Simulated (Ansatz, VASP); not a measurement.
## Ta: VASP beside Ansatz

One calculation is typed for both programs; each brings its own data sets. How far apart do they land? Valence electrons are named where the data sets of a main pair hold unlike numbers.

Method: plane waves, with VASP 6.6.1 beside it; band structure at PBEsol, spin-orbit coupling and single point at PBEsol, spin-orbit coupling, in Ansatz 0.2.0.

## (1) Set-up

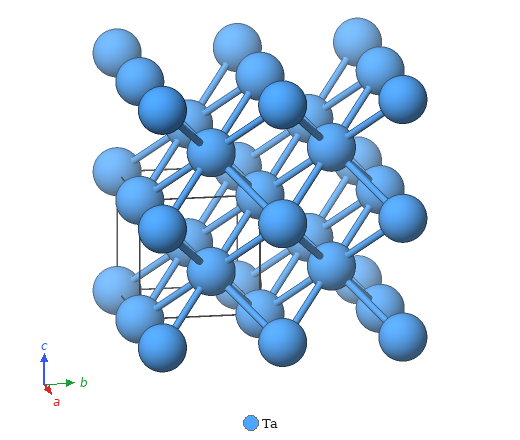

Start, viewed slightly off an axis; tantalum blue. 2×2×2 cells are drawn. This picture shows the conventional cell, with its axes. Some periodic images of atoms are drawn too.

As a file:

```
Ta
1.0
    -1.65128    1.65128    1.65128
     1.65128   -1.65128    1.65128
     1.65128    1.65128   -1.65128
Ta
1
Direct
  0.00000 0.00000 0.00000
```

## (2) VASP: band structure, PBEsol, spin-orbit coupling

With cell and atoms fixed, the geometry can't cause a difference; cores, projectors, grids and the points listed under the comparison can.

Lines of VASP's logs that name or quote its potential files are left out, and so is its time.

Contents of INCAR:

```
SYSTEM = Ta
PREC = Accurate
ENCUT = 400
EDIFF = 1E-06
NELM = 100
ISMEAR = -1
SIGMA = 0.05
LREAL = .FALSE.
ALGO = Normal
GGA = PS
LNONCOLLINEAR = .TRUE.
MAGMOM = 0 0 0
NBANDS = 22
GGA_COMPAT = .FALSE.
LASPH = .TRUE.
LSORBIT = .TRUE.
LMAXMIX = 4
LORBIT = 11
LWAVE = .FALSE.
LCHARG = .FALSE.
KPAR = 2
```

Contents of POSCAR:

```
Ta
1.0
   -1.6512800000      1.6512800000      1.6512800000
    1.6512800000     -1.6512800000      1.6512800000
    1.6512800000      1.6512800000     -1.6512800000
Ta
1
Direct
    0.0000000000      0.0000000000      0.0000000000
```

Contents of KPOINTS:

```
Automatic mesh
0
Gamma
8 8 8
0 0 0
```

Contents of KPOINTS_OPT:

```
Line mode
16
Line-mode
Reciprocal
  0.00000000   0.00000000   0.00000000 GAMMA
  0.50000000  -0.50000000   0.50000000 H

  0.50000000  -0.50000000   0.50000000 H
  0.00000000   0.00000000   0.50000000 N

  0.00000000   0.00000000   0.50000000 N
  0.00000000   0.00000000   0.00000000 GAMMA

  0.00000000   0.00000000   0.00000000 GAMMA
  0.25000000   0.25000000   0.25000000 P

  0.25000000   0.25000000   0.25000000 P
  0.50000000  -0.50000000   0.50000000 H

  0.25000000   0.25000000   0.25000000 P
  0.00000000   0.00000000   0.50000000 N
```

PAW data sets: Ta_pv (PBE family, release 64).

Run with:

```console
$ mpirun -np 2 vasp_ncl
```

Numbers of over 12 decimals in the logs are rounded to 6 here.

The program printed:

```text
[banner, memory and clock lines left out]
running    2 mpi-ranks, on    1 nodes
 distrk:  each k-point on    1 cores,    2 groups
 distr:  one band on    1 cores,    1 groups

 POSCAR found type information on POSCAR Ta
 POSCAR found :  1 types and       1 ions
|                                                                             |
|               ----> ADVICE to this user running VASP <----                  |
|                                                                             |
|     You enforced a specific xc type in the INCAR file but a different       |
|     [... a line on the potential file left out ...]
|     I HOPE YOU KNOW WHAT YOU ARE DOING!                                     |
|                                                                             |

 LDA part: xc-table for (Slater+PW92), standard interpolation
 POSCAR, INCAR and KPOINTS ok, starting setup
 FFT: planning ... GRIDC
 FFT: planning ... GRID_SOFT
 FFT: planning ... GRID
 WAVECAR not read
 entering main loop
       N       E                     dE             d eps       ncg     rms          rms(c)
DAV:   1     0.812518164770E+02    0.81252E+02   -0.51903E+03  1276   0.856E+02
DAV:   2    -0.115092457463E+02   -0.92761E+02   -0.90017E+02  1486   0.291E+02
DAV:   3    -0.137870148147E+02   -0.22778E+01   -0.22607E+01  1536   0.442E+01
DAV:   4    -0.137978543509E+02   -0.10840E-01   -0.10837E-01  1474   0.325E+00
DAV:   5    -0.137979415319E+02   -0.87181E-04   -0.87178E-04  1466   0.262E-01    0.139E+01
DAV:   6    -0.134108808392E+02    0.38706E+00   -0.32486E-01  1452   0.644E+00    0.671E+00
DAV:   7    -0.132965237452E+02    0.11436E+00   -0.26202E-01  1428   0.538E+00    0.119E+00
DAV:   8    -0.132961490788E+02    0.37467E-03   -0.74214E-03  1470   0.529E-01    0.294E-01
DAV:   9    -0.132951383859E+02    0.10107E-02   -0.12437E-03  1494   0.438E-01    0.339E-02
DAV:  10    -0.132951239055E+02    0.14480E-04   -0.37153E-05  1420   0.713E-02    0.223E-02
DAV:  11    -0.132951214712E+02    0.24342E-05   -0.53359E-06  1506   0.272E-02    0.519E-03
DAV:  12    -0.132951215252E+02   -0.53940E-07   -0.82799E-08   806   0.343E-03
   1 F= -.13295122E+02 E0= -.13291663E+02  d E =-.691741E-02  mag=    -0.0000     0.0000     0.0000
 Start KPOINTS_OPT (optional k-point list driver)
k-point batch [1-29\96]
       N       E                     dE             ncg
DAV:   1    -0.175345327023E+04   -0.12429E+05     1276
DAV:   2    -0.438350720603E+04   -0.26301E+04     1456
DAV:   3    -0.444708019981E+04   -0.63573E+02     1528
DAV:   4    -0.444740172634E+04   -0.32153E+00     1450
DAV:   5    -0.444740414992E+04   -0.24236E-02     1502
DAV:   6    -0.444740419146E+04   -0.41541E-04     1502
DAV:   7    -0.444740419189E+04   -0.43806E-06     1206
[...]
k-point batch [88-96\96]
       N       E                     dE             ncg
DAV:   1     0.887310649566E+04   -0.41507E+04      396
DAV:   2     0.805415099545E+04   -0.81896E+03      468
DAV:   3     0.803306016385E+04   -0.21091E+02      494
DAV:   4     0.803294436038E+04   -0.11580E+00      434
DAV:   5     0.803294314901E+04   -0.12114E-02      484
DAV:   6     0.803294313010E+04   -0.18911E-04      458
DAV:   7     0.803294312979E+04   -0.30094E-06      422
```

OUTCAR, selected parts (step 2):

```text
ion  position               nearest neighbor table
   1  0.000  0.000  0.000-

  LATTYP: Found a body centered cubic cell.
 ALAT       =     3.3025600000

 Subroutine GETGRP returns: Found 48 space group operations
 (whereof 48 operations were pure point group operations)

The static configuration has the point symmetry O_h .

 Found     29 irreducible k-points:

   k-points           NKPTS =     29   k-points in BZ     NKDIM =     29   number of bands    NBANDS=     22

   dimension x,y,z NGX =    20 NGY =   20 NGZ =   20
   dimension x,y,z NGXF=    40 NGYF=   40 NGZF=   40

   ENCUT  =  400.0 eV  29.40 Ry    5.42 a.u.   4.66  4.66  4.66*2*pi/ulx,y,z

   NELECT =      11.0000    total number of electrons

 k-points in reciprocal lattice and weights: Automatic mesh
   0.00000000  0.00000000  0.00000000       0.002
   0.12500000  0.00000000  0.00000000       0.023
   0.25000000  0.00000000  0.00000000       0.023
   0.37500000  0.00000000  0.00000000       0.023
   0.50000000  0.00000000  0.00000000       0.012
   0.12500000  0.12500000  0.00000000       0.047
   0.25000000  0.12500000 -0.00000000       0.094
   0.37500000  0.12500000  0.00000000       0.094
   0.25000000  0.25000000  0.00000000       0.047
[...]
0.50000000  0.50000000  0.37500000       0.023
   0.50000000  0.50000000  0.50000000       0.002

 average (electrostatic) potential at core
       1 -36.2537

 E-fermi :   5.3040

 k-point     1 :       0.0000    0.0000    0.0000
  band No.  band energies     occupation
    ...
      4     -25.1141      1.00000
      5     -25.1141      1.00000
      6     -25.1141      1.00000
      7      -2.6092      1.00000
      8      -2.6092      1.00000
      9       5.8846      0.00001
     10       5.8846      0.00001
     11       5.8846      0.00001
     12       5.8846      0.00001
     13       6.3012      0.00000
    ...

 k-point     2 :       0.1250    0.0000    0.0000
  band No.  band energies     occupation
    ...
      4     -25.2876      1.00000
      5     -25.1477      1.00000
      6     -25.1477      1.00000
      7      -1.9236      1.00000
      8      -1.9236      1.00000
      9       5.5657      0.00531
     10       5.5657      0.00531
     11       5.8240      0.00003
     12       5.8240      0.00003
     13       6.7622      0.00000
    ...

 k-point     3 :       0.2500    0.0000    0.0000
  band No.  band energies     occupation
    ...
      8      -0.2952      1.00000
      9       4.7358      0.99999
     10       4.7358      0.99999
     11       5.2091      0.86971
     12       5.2091      0.86971
     13       8.6011      0.00000
     14       8.6011      0.00000
     15       8.7571      0.00000
     16       8.7571      0.00000
     17       9.5764      0.00000
    ...

  Total       -0.6362651     -0.6362651     -0.6362651      0.0000000      0.0000000     -0.0000000
  in kB      -56.6013121    -56.6013121    -56.6013121      0.0000000      0.0000000     -0.0000000
  external PRESSURE =     -56.6013121 kB  Pullay stress =       0.0000000 kB

  energy-cutoff  :      400.00
  volume of cell :       18.01
      direct lattice vectors                 reciprocal lattice vectors
    -1.651280000  1.651280000  1.651280000     0.000000000  0.302795407  0.302795407
     1.651280000 -1.651280000  1.651280000     0.302795407  0.000000000  0.302795407
     1.651280000  1.651280000 -1.651280000     0.302795407  0.302795407  0.000000000

 POSITION                                       TOTAL-FORCE (eV/Angst)
 -----------------------------------------------------------------------------------
      0.00000      0.00000      0.00000        -0.000000      0.000000     -0.000000
 -----------------------------------------------------------------------------------
    total drift:                                0.000000     -0.000000      0.000000

  FREE ENERGIE OF THE ION-ELECTRON SYSTEM (eV)
  ---------------------------------------------------
  free  energy   TOTEN  =       -13.2951215252 eV

  energy  without entropy=      -13.2882041179  energy(sigma->0) =      -13.29166282

 Spin-Orbit-Coupling matrix elements
 Ion:    1  E_soc:     -1.4227710

 total charge
# of ion       s       p       d       tot
------------------------------------------
    1        0.368   6.156   2.431   8.955

 magnetization (x)
# of ion       s       p       d       tot
------------------------------------------
    1        0.000   0.000   0.000   0.000

 magnetization (y)
# of ion       s       p       d       tot
------------------------------------------
    1       -0.000   0.000   0.000   0.000

 magnetization (z)
# of ion       s       p       d       tot
------------------------------------------
    1        0.000   0.000  -0.000  -0.000

[... 3 further parts left out ...]
```

This run has no spin polarisation. Its electron count is odd, so without a moment it is a metal by construction. The k-mesh is coarse for a metal. At this level the cell is under a tension of 5.7 GPa, so at these settings it is away from equilibrium.

## (3) Ansatz: band structure, PBEsol, spin-orbit coupling

Ansatz runs on its fully relativistic PAW (standard-fr) files.

The same cell, functional, mesh and smearing now go to Ansatz, which takes its cutoff from its data sets.

Contents of input.yaml:

```yaml
crystal:
  lattice:
    - [-1.65128, 1.65128, 1.65128]
    - [1.65128, -1.65128, 1.65128]
    - [1.65128, 1.65128, -1.65128]
  atoms:
    - { symbol: Ta, position: [0.0, 0.0, 0.0] }
hamiltonian:
  xc: pbesol
  pseudopotentials: { kind: paw_fr }
magnetization:
  noncollinear: true
  spin_orbit: true
kpoints:
  mp_grid: { grid: [8, 8, 8] }
  band_path:
    path:
      - [0.0, 0.0, 0.0]
      - [0.1, -0.1, 0.1]
      - [0.2, -0.2, 0.2]
      - [0.3, -0.3, 0.3]
      - [0.43333, -0.43333, 0.43333]
      - [0.5, -0.5, 0.5]
      - [0.4, -0.4, 0.5]
      - [0.3, -0.3, 0.5]
      - [0.16667, -0.16667, 0.5]
      - [0.06667, -0.06667, 0.5]
      - [0.0, 0.0, 0.5]
      - [0.0, 0.0, 0.36667]
      - [0.0, 0.0, 0.26667]
      - [0.0, 0.0, 0.16667]
      - [0.0, 0.0, 0.06667]
      - [0.01667, 0.01667, 0.01667]
      - [0.06667, 0.06667, 0.06667]
      - [0.11667, 0.11667, 0.11667]
      - [0.16667, 0.16667, 0.16667]
      - [0.23333, 0.23333, 0.23333]
      - [0.26667, 0.2, 0.26667]
      - [0.31667, 0.05, 0.31667]
      - [0.38333, -0.15, 0.38333]
      - [0.43333, -0.3, 0.43333]
      - [0.48333, -0.45, 0.48333]
      - [0.23333, 0.23333, 0.26667]
      - [0.16667, 0.16667, 0.33333]
      - [0.11667, 0.11667, 0.38333]
      - [0.06667, 0.06667, 0.43333]
      - [0.0, 0.0, 0.5]
    npoints: 1
scf:
  occupations: { method: fermi_dirac, width: 0.05 }
  n_extra_bands: 12
output:
  forces: true
  stress: true
  eigenvalues: true
```

Run with:

```console
$ ansatz run input.yaml --threads 2 --pin off --max-ram 4608MiB --backend cpu --events-out ev --progress --plain --runs-dir out
```

The program printed:

```text
scf.n_extra_bands = 12 over 13 filled bands (N_el = 13.0): the run solves 25 bands
Engine: ansatz 0.2.0, aarch64-unknown-linux-gnu
Pseudopotentials: kind: paw_fr
Pseudopotential: Ta, paw_fr, valence charge 13, recommended cutoff 420 eV (normal), Ta.paw.azcp#standard-fr
Functional definition: PBEsol
  exchange = pbesol_x
  correlation = pbesol_c
non-collinear run that drives no moment, with spin-orbit: no starting moment large enough to seed its density (crystal.atoms[].spin), no starting occupations that ask for one, no magnetisation constraint and no magnetic field, so the semilocal B_xc is pinned to zero
Crystal: 1 atoms, lattice volume = 18.010 Å³
Basis set: ecut = 420 eV, 369 PW (Γ), exchange–correlation on 40×40×40 points (8 copies of the dense FFT grid, shifted against one another)
Bands: 25, of which v1, the nominal top of the filled ones, is band 13 counted from 1 (12 counted from 0)
Symmetry: 48 space group operations + 48 with time reversal
Magnetic group: BNS 229.141 (UNI 1643), of the structure as read, at distance tolerance 2.6e-5 Å
k-points: 29 of 512
Projection manifold: j_resolved (fully-relativistic pseudo-atomic orbitals)
Non-local potential: Ta, projectors of the file, l = 0: 3, l = 1: 4, l = 2: 4, l = 3: 2
PAW form: soft (Blöchl's): semilocal exchange-correlation on the pseudo side does not see the compensation charge
PAW frozen core: Ta, regenerated for the run's functional, and the local potential with it (the file was generated under x = pbe(κ = 0.804, μ = 0.219515), c = pbe(β = 0.066725))
PAW one-centre angular grid: Ta, 590 points (default); XC on 64 Gauss nodes
Initial density: superposition of atomic densities (chi_scale 0.1, normalization cell)
Initial wavefunctions: pseudopotential atomic-orbital guess
Functional: x = pbesol(κ = 0.804, μ = 0.123457), c = pbesol(β = 0.046)
SCF iter   1: F=—  HF=-9828.728364 eV  |F-HF|=—  |Δ(HF+E_count)|=         —  Δρ=3.99e-2  dr2=2.73e-1  dr2_m=0.00e0 (ungated)  ethr=3.10e-3  |M|=0.00e0 ∫|m|=0.00e0 μB  |m|>n=0.0e0 m-floor=0.0e0 τ_xc=0.0e0  β_m=0.30  ⟨swp⟩=6.0  Hψ=3636  notcnv=0  defer=17
preconditioner: auto → none  [insulator: Δε(μ)=0.150 eV  Ē_g=10.829 eV  σ=0.050 eV  W_gap=0.58  n_scr=0 (ndim 8)  ℏωp=19.6 eV  f_vac=0.000  D(μ)=0.89/eV (n_scr^D=12)  ε∞_Penn≈4.3]
SCF iter   2: F=—  HF=-9828.651889 eV  |F-HF|=—  |Δ(HF+E_count)|=   7.65e-2  Δρ=2.41e-2  dr2=8.04e-2  dr2_m=0.00e0 (ungated)  ethr=2.10e-3  |M|=0.00e0 ∫|m|=0.00e0 μB  |m|>n=0.0e0 m-floor=0.0e0 τ_xc=0.0e0  β_m=0.49  ⟨swp⟩=2.0  Hψ=1143  notcnv=0  defer=154
SCF iter   3: F=—  HF=-9828.633911 eV  |F-HF|=—  |Δ(HF+E_count)|=   1.80e-2  Δρ=5.16e-3  dr2=1.66e-3  dr2_m=0.00e0 (ungated)  ethr=6.19e-4  |M|=0.00e0 ∫|m|=0.00e0 μB  |m|>n=0.0e0 m-floor=0.0e0 τ_xc=0.0e0  β_m=0.67  ⟨swp⟩=2.9  Hψ=1093  notcnv=0  defer=157
SCF iter   4: F=—  HF=-9828.634845 eV  |F-HF|=—  |Δ(HF+E_count)|=   9.33e-4  Δρ=1.84e-4  dr2=3.64e-6  dr2_m=0.00e0 (ungated)  ethr=1.28e-5  |M|=0.00e0 ∫|m|=0.00e0 μB  |m|>n=0.0e0 m-floor=0.0e0 τ_xc=0.0e0  β_m=0.69  ⟨swp⟩=1.0  Hψ=576  notcnv=0  defer=157
SCF iter   5: F=—  HF=-9828.634852 eV  |F-HF|=—  |Δ(HF+E_count)|=   7.21e-6  Δρ=6.71e-5  dr2=1.77e-7  dr2_m=0.00e0 (ungated)  ethr=7.69e-10  |M|=0.00e0 ∫|m|=0.00e0 μB  |m|>n=0.0e0 m-floor=0.0e0 τ_xc=0.0e0  β_m=0.85  ⟨swp⟩=10.2  Hψ=4428  notcnv=0
SCF iter   6: F=-9828.634852 eV  HF=-9828.634852 eV  |F-HF|=1.84e-8  |Δ(HF+E_count)|=   3.27e-8  Δρ=2.50e-5  dr2=3.48e-8  dr2_m=0.00e0 (ungated)  ethr=7.69e-10  |M|=0.00e0 ∫|m|=0.00e0 μB  |m|>n=0.0e0 m-floor=0.0e0 τ_xc=0.0e0  ⟨swp⟩=4.2  Hψ=1821  notcnv=0
SCF 1 converged in 6 iterations: F = -9828.634852 eV  dr2 = 3.48e-8
  greatest PAW one-centre occupation: 1.000 electrons in one spin orbital (limit 2), on the Ta atom at site 0 (counted from 0), in its partial waves of l = 0
NSCF: frozen V_eff on 30 k-points
SCF converged after 6 iterations
Magnetization: |M| = 0.0000 μB,  M = (+0.0000, +0.0000, +0.0000) μB
Absolute magnetization: 0.0000 μB (∫|m|)
  site 0: m = (+0.0000, +0.0000, +0.0000) μB, |m| = 0.0000 μB  (R = 1.18 Å)
Free energy (F): -9828.634852 eV
Harris-Foulkes:  -9828.634852 eV  (|F-HF|=1.84e-8)
Internal energy: -9828.627376 eV  (E = F + TS)
E sigma→0 (E₀):  -9828.631114 eV
Entropy (-TS):   -0.007476 eV (-7.476 meV/atom)
Fermi energy:    18.465260 eV
--- Per-component energies (eV) ---
  E_band       = -107.616814
  E_kinetic    = 365.701681
  E_local      = -550.669118  (includes V_loc(G=0)·N_el)
  E_nonlocal   = 14.460228
  E_hartree    = 190.542746
  E_xc         = -216.482238
  E_vxc        = -203.368061  (∫ρ·V_xc dr)
  E_paw        = -8291.587750  (= ΣΔE_a)
  E_vpaw       = -114.826362  (= ΣTr[D̂ρ^β])
  E_aug_tail   = 0.000152  (compensation charges beyond the density's cutoff)
  E_ewald      = -1340.811443
  E_core_change = 0.218366  (= ΣΔE_core)
  E_smearing   = -0.007476  (= −TS)
  E_closure    = 0.000000  (closes the sum)
  Σ components = -9828.634852   (vs F -9828.634852, Δ=0.00e0)
--- Forces (eV/Å), atoms counted from 1 ---
  atom   1  Ta     0.00000000     0.00000000     0.00000000
  max |Σ_I F_I| component: 6.72e-25 eV/Å
--- Stress (GPa, compression-positive) ---
       -5.859977       0.000000       0.000000
       -0.000000      -5.859977       0.000000
       -0.000000       0.000000      -5.859977
  P = ⅓ Tr σ = -5.8600 GPa (-58.600 kbar)
--- Band table (eV; the first three rows and the last of 29) ---
  k-point 0: bands = [... 9 lower, 10.5749, 19.0650, 19.0650, 19.0650, 19.0650, 19.4867, 19.4867, 22.5348, ... 8 higher]
  k-point 1: bands = [... 9 lower, 11.2484, 18.7455, 18.7455, 19.0004, 19.0004, 19.9452, 19.9452, 21.9905, ... 8 higher]
  k-point 2: bands = [... 9 lower, 12.8568, 17.9138, 17.9138, 18.3606, 18.3606, 21.7853, 21.7853, 21.9403, ... 8 higher]
  k-point 28: bands = [... 9 lower, 14.6666, 14.6666, 14.6666, 25.1643, 25.1643, 25.1643, 25.1643, 25.4642, ... 8 higher]
```

The job ended after 2.6 s (2 threads of Arm Neoverse V1, shared host; peak memory 0.32 GiB).

## (4) Comparison

Known differences besides the potentials themselves: spin-orbit coupling enters by fully relativistic files in Ansatz and inside the spheres in VASP; the data sets hold 13 valence electrons in Ansatz (on its fully relativistic PAW (standard-fr) files) and 11 in VASP; the cutoff is 420 eV in Ansatz and 400 eV in VASP; Ansatz makes its cores anew for this functional, VASP keeps those of its PBE data sets. Total energies have different zeros and are not compared.

The two programs side by side:

```
      quantity  Ansatz   VASP  difference
pressure (GPa)   -5.86  -5.66       -0.20
```

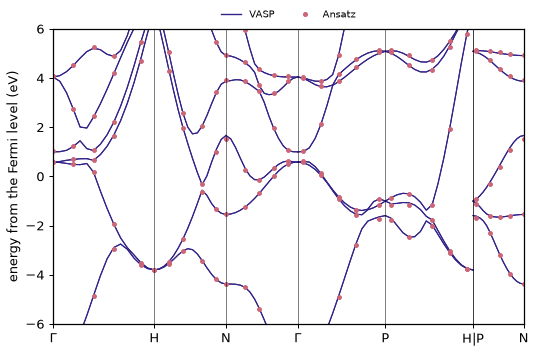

Bands from VASP (lines) and levels from Ansatz (dots). Dots without a line are higher empty bands that the VASP plot leaves out.

Levels from 3 eV below to 2 eV above the Fermi level differ by 45 meV r.m.s. and 146 meV at most; each VASP level is matched to the nearest of Ansatz, which flatters the figure a little. Ansatz's pressure holds a Pulay correction of 0.05 GPa; VASP's holds none.

(Part 1 of 2 ends here.)

[Lines on the potential files, build, host, timing and source positions are cut from VASP's logs without a mark.]

[Logs are printed without paths, hosts, clocks, repeated set-up lines and the standing remarks that a program may print on its own settings, such as how far it seeks lower states.]

[Hosts, paths, dates, database ids (printed as entryN), source tags and the programs' standing remarks are cut or masked in the printed files.]
